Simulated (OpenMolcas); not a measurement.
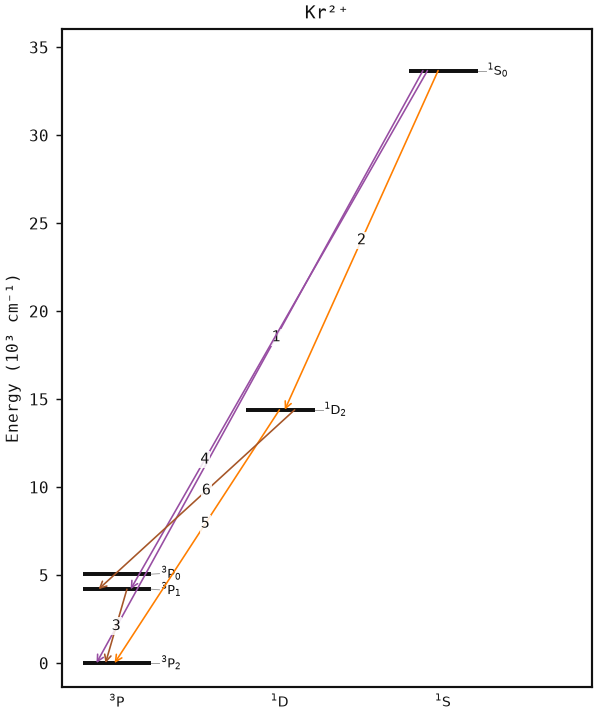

Levels of Kr²⁺ with 6 numbered transitions. Rates are at computed energies.

| No. | Upper | Lower | Type | λ (vacuum) | A (s⁻¹) |
| --- | --- | --- | --- | --- | --- |
| 1 | 4p⁴ ¹S₀ | 4p⁴ ³P₂ | E2 | 297 nm | 0.77 |
| 2 | 4p⁴ ¹S₀ | 4p⁴ ¹D₂ | E2 | 519 nm | 5.6 |
| 3 | 4p⁴ ³P₁ | 4p⁴ ³P₂ | M1 | 2.38 µm | 1.6 |
| 4 | 4p⁴ ¹S₀ | 4p⁴ ³P₁ | M1 | 339 nm | 48 |
| 5 | 4p⁴ ¹D₂ | 4p⁴ ³P₂ | M1 | 695 nm | 4.0 |
| 6 | 4p⁴ ¹D₂ | 4p⁴ ³P₁ | M1 | 981 nm | 0.49 |

Line 4 has the largest rate; it falls in the ultraviolet region.

**Run report: Kr²⁺, multiconfigurational calculation**

System: Kr²⁺.
Method: state-averaged SS-CASPT2, IPEA shift 0.6, closed shells 4s correlated, active space 4 electrons in the shell 4p, basis ANO-R3, X2C scalar Hamiltonian, spin-orbit coupling by RASSI with atomic mean-field integrals (OpenMolcas).

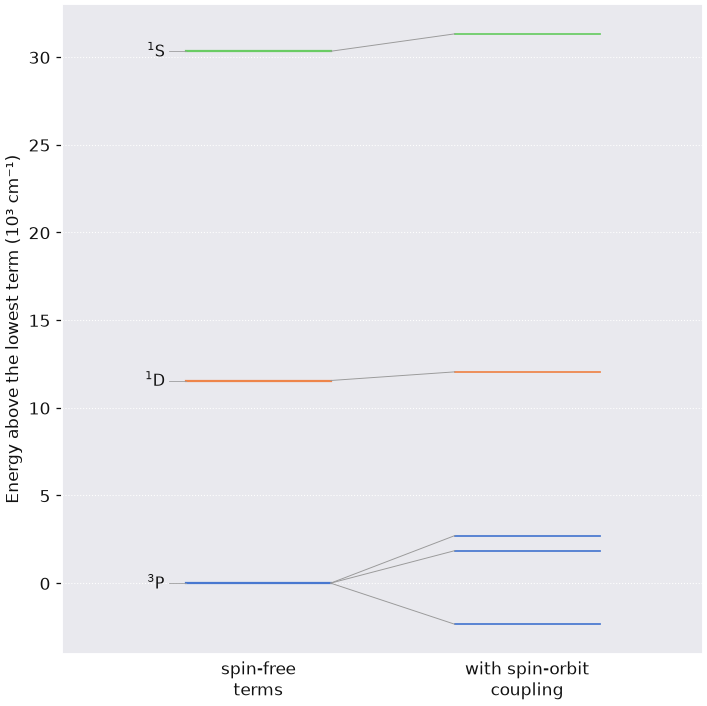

Terms of Kr²⁺ without and with spin-orbit coupling; the J values are left off. ³P (at 0) splits over 5,050 cm⁻¹ into J = 2, 1, 0 from the bottom up (inverted); ¹D (at 11,600 cm⁻¹) gives the one level J = 2; ¹S (at 30,300 cm⁻¹) gives the one level J = 0. The ground level lies 2,340 cm⁻¹ below the lowest term.

Input and output of the run follow.

## Input file
```
&GATEWAY
Coord
1

Kr 0.0 0.0 0.0
Basis=ANO-R3
Group=XYZ
NoMove
AngMom=0.0 0.0 0.0
AMFI
&SEWARD
&RASSCF
FileOrb=start.orb
Symmetry=1
Spin=3
nActEl=4 0 0
Inactive=9 6
Ras2=0 3
CIRoot=3 3 1
SDav=3
CIMx=300
Iter=120 100
PrWF=0.3
OrbListing=Nothing
MaxOrb=0
Atom
>>> COPY $Project.JobIph JOB001
&RASSCF
FileOrb=start.orb
Symmetry=1
Spin=1
nActEl=4 0 0
Inactive=9 6
Ras2=0 3
CIRoot=6 6 1
SDav=6
CIMx=300
Iter=120 100
PrWF=0.3
OrbListing=Nothing
MaxOrb=0
Atom
CIOnly
>>> COPY $Project.JobIph JOB002
&RASSI
NrOfJobIphs=2 3 6
1 2 3
1 2 3 4 5 6
IphNames
JOB001
JOB002
EJob
SpinOrbit
DIPRint=1.0
SOCoupling=1000.0
Subsets=2
MEES
Property=10
'ANGMOM' 1 'ANGMOM' 2 'ANGMOM' 3 'MLTPL  1' 1 'MLTPL  1' 2 'MLTPL  1' 3
'AMFI' 1 'AMFI' 2 'AMFI' 3 'MLTPL  2' 6
SOProperty=3
'ANGMOM' 1 'ANGMOM' 2 'ANGMOM' 3
>>> COPY JOB001 $Project.JobIph
&CASPT2
Multistate=3 1 2 3
Frozen=8 6
IPEA=0.6
MaxIter=60
WThr=0.0 0.3 0.05
PrWF=0.5
NoMix
>>> COPY JOB002 $Project.JobIph
&CASPT2
Multistate=6 1 2 3 4 5 6
Frozen=8 6
IPEA=0.6
MaxIter=60
WThr=0.0 0.3 0.05
PrWF=0.5
NoMix
```

The file start.orb holds starting orbitals from an earlier step. A driver script formed the levels outside the program, from RASSI's spin-orbit matrix and the CASPT2 energies (for multi-state variants, the effective Hamiltonian), averaged over the components of each term or state. The log and the time are those of the CASPT2 step.

Command:
```bash
OMP_NUM_THREADS=1 MOLCAS_MEM=2252 MOLCAS_PROJECT=a pymolcas a.inp > a.log  # once for each step of the input, in one work folder
```

## The program's output (extracts)
```
--- CASPT2 ---
Orbital specifications:
      -----------------------

      Symmetry species                           1   2
                                                ag  au
      Frozen orbitals                            8   6
      Inactive orbitals                          1   0
      Active orbitals                            0   3
      Secondary orbitals                        41  48
      Deleted orbitals                           0   0
      Number of basis functions                 50  57
Type of calculation                        MS-CASPT2
      Fock operator                              state-specific
      IPEA shift                                 0.60
      Real shift                                 0.00
      Imaginary shift                            0.00
      The input orbitals will be transformed to quasi-canonical
Reference energy:       -2786.9289057433
      E2 (Non-variational):      -0.1248540293
      E2 (Variational):          -0.1248540254
      Total energy:           -2787.0537597687
      Residual norm:              0.0000000705
      Reference weight:           0.96657
      Contributions to the CASPT2 correlation energy
      Active & Virtual Only:         -0.0581542552
      One Inactive Excited:          -0.0572024737
      Two Inactive Excited:          -0.0094973004
Reference energy:       -2786.9289057433
      E2 (Non-variational):      -0.1248540293
      E2 (Variational):          -0.1248540254
      Total energy:           -2787.0537597687
      Residual norm:              0.0000000705
      Reference weight:           0.96657
      Contributions to the CASPT2 correlation energy
      Active & Virtual Only:         -0.0581542552
      One Inactive Excited:          -0.0572024737
      Two Inactive Excited:          -0.0094973004
::    CASPT2 Root  1     Total energy:  -2787.05375977
::    CASPT2 Root  2     Total energy:  -2787.05375977
::    CASPT2 Root  3     Total energy:  -2787.05375977
::    MS-CASPT2 Root  1     Total energy:  -2787.05375977
::    MS-CASPT2 Root  2     Total energy:  -2787.05375977
::    MS-CASPT2 Root  3     Total energy:  -2787.05375977
--- CASPT2 ---
Orbital specifications:
      -----------------------

      Symmetry species                           1   2
                                                ag  au
      Frozen orbitals                            8   6
      Inactive orbitals                          1   0
      Active orbitals                            0   3
      Secondary orbitals                        41  48
      Deleted orbitals                           0   0
      Number of basis functions                 50  57
Type of calculation                        MS-CASPT2
      Fock operator                              state-specific
      IPEA shift                                 0.60
      Real shift                                 0.00
      Imaginary shift                            0.00
      The input orbitals will be transformed to quasi-canonical
Reference energy:       -2786.8630472916
      E2 (Non-variational):      -0.1386907641
      E2 (Variational):          -0.1386907606
      Total energy:           -2787.0017380522
      Residual norm:              0.0000000879
      Reference weight:           0.96077
      Contributions to the CASPT2 correlation energy
      Active & Virtual Only:         -0.0667205920
      One Inactive Excited:          -0.0624728272
      Two Inactive Excited:          -0.0094973450
Reference energy:       -2786.8630472916
      E2 (Non-variational):      -0.1376276648
      E2 (Variational):          -0.1376276587
      Total energy:           -2787.0006749503
      Residual norm:              0.0000001189
      Reference weight:           0.96122
      Contributions to the CASPT2 correlation energy
      Active & Virtual Only:         -0.0656635631
      One Inactive Excited:          -0.0624626224
      Two Inactive Excited:          -0.0095014793
::    CASPT2 Root  1     Total energy:  -2787.00173805
::    CASPT2 Root  2     Total energy:  -2787.00067495
::    CASPT2 Root  3     Total energy:  -2787.00079988
::    CASPT2 Root  4     Total energy:  -2787.00181026
::    CASPT2 Root  5     Total energy:  -2787.00053172
::    CASPT2 Root  6     Total energy:  -2786.91555918
::    MS-CASPT2 Root  1     Total energy:  -2787.00228968
::    MS-CASPT2 Root  2     Total energy:  -2787.00187447
::    MS-CASPT2 Root  3     Total energy:  -2787.00147119
::    MS-CASPT2 Root  4     Total energy:  -2787.00032460
::    MS-CASPT2 Root  5     Total energy:  -2786.99996994
::    MS-CASPT2 Root  6     Total energy:  -2786.91518416
```

## Spin-orbit levels, grouped by J and assigned

| Configuration | Level | E (cm⁻¹) | LS purity (%) | Landé g |
| --- | --- | --- | --- | --- |
| 4p⁴ | ³P₂ | 0 | 97 | 1.484 |
| 4p⁴ | ³P₁ | 4,196 | 100 | 1.501 |
| 4p⁴ | ³P₀ | 5,055 | 97 | – |
| 4p⁴ | ¹D₂ | 14,390 | 97 | 1.017 |
| 4p⁴ | ¹S₀ | 33,670 | 97 | – |

## Key numbers

| quantity | value |
| --- | --- |
| outcome | converged; degenerate states are split by up to 281 cm⁻¹ |
| lowest level | 4p⁴ ³P₂ |
| first excited level | 4p⁴ ³P₁, 4,196 cm⁻¹ (measured: 4,548) |
| energy of the lowest spin-free term | −2787.05376 hartree |
| energy of the lowest spin-orbit level | −2787.06444 hartree |
| CASPT2 correlation energy | −0.1249 hartree |
| largest spread among components of a term | 280.6 cm⁻¹ |
| lowest reference weight | 0.955 |
| hardware | 1 thread of Arm Neoverse N1, 98 GiB of memory available, shared host |
| wall time | 3.9 s |

## Remarks

The components of ¹D, which symmetry makes degenerate, are split by 281 cm⁻¹ in CASPT2. This is an artefact; the levels of such states rest on averages and are uncertain by about as much. The run is of multi-state type; this report uses its single-state energies. Limits: closed s shell leaves the highest p terms too high; only configurations of the active space are included.
